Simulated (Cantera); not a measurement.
Input: 1 mol SiC, 0.031 mol CO2, 7.2 mol N2, 0.0011 mol O2, equilibrated at 2100 K.

Cantera equilibrium calculation (NASA polynomials, part measured and part estimated; ideal gas, pure solids and liquids). Candidate condensed phases: C, Si, SiC, SiO2, Si2N2O, Si3N4; 34 gas species. Mutual solubility and eutectic melting of coexisting phases are not modelled. The tables' values for SiN are old estimates; treat these amounts as uncertain. Rates play no part.

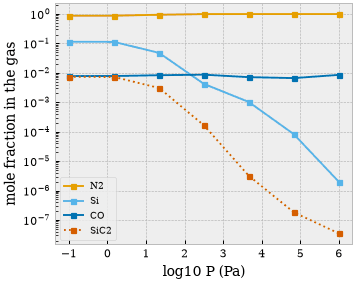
Figure. Equilibrium gas composition (values under 1e-9 drawn at 1e-9)

From 1.00e-6 bar to 1.50e-5 bar the condensed part is C(graphite). At 0.000220 bar the condensed part is C(graphite) + SiC(s). From 0.00320 bar to 0.680 bar the condensed part is SiC(s). At 10.0 bar the condensed part is SiC(s) + Si3N4(s). The main Si-bearing gas is Si at 1.00e-6 bar and SiO at 10.0 bar.
